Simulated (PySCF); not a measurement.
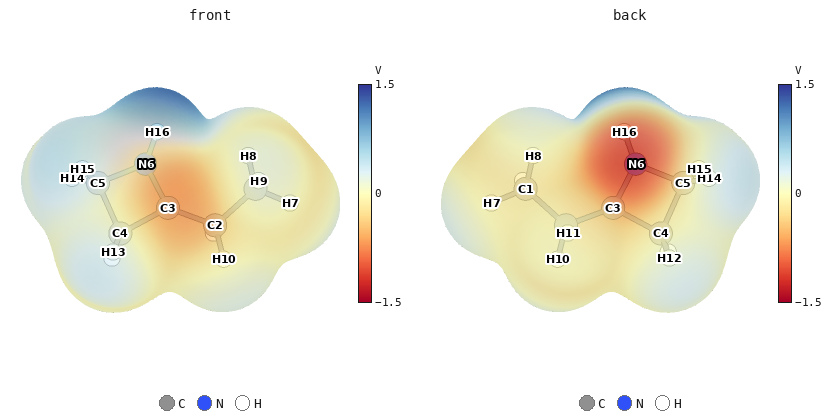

C5H10N (SMILES CC[C]1CCN1) (doublet). The molecular electrostatic potential painted on the density surface at 0.001 e/bohr³, seen from the front and from behind; the colour scale runs from red (negative) to blue (positive).

Geometry: GFN2-xTB.

Computed with UKS B3LYP, pcH-1 on C H N, non-relativistic, mean-field spin-orbit, GIAO (PySCF 2.14.0, density-fitted response routines).

```xyz
16

C    -2.2956    0.2225    0.3948
C    -1.1311   -0.7663    0.4290
C     0.1560   -0.1235    0.0606
C     1.5104   -0.7375   -0.1664
C     2.0629    0.6231    0.2920
N     0.7176    1.0004    0.7085
H    -3.2313   -0.2810    0.6273
H    -2.1385    1.0123    1.1256
H    -2.3813    0.6734   -0.5913
H    -1.3164   -1.5832   -0.2742
H    -1.0795   -1.2107    1.4369
H     1.7703   -1.5720    0.4914
H     1.7433   -1.0197   -1.1942
H     2.7660    0.6031    1.1275
H     2.4798    1.2305   -0.5166
H     0.3599    1.9376    0.5729
```

### Describe the electrostatic potential map.

The most negative region (about −1.1 V) lies over N6, the most positive (about +1.2 V) over H16. N6 is the likeliest acceptor of a hydrogen bond.
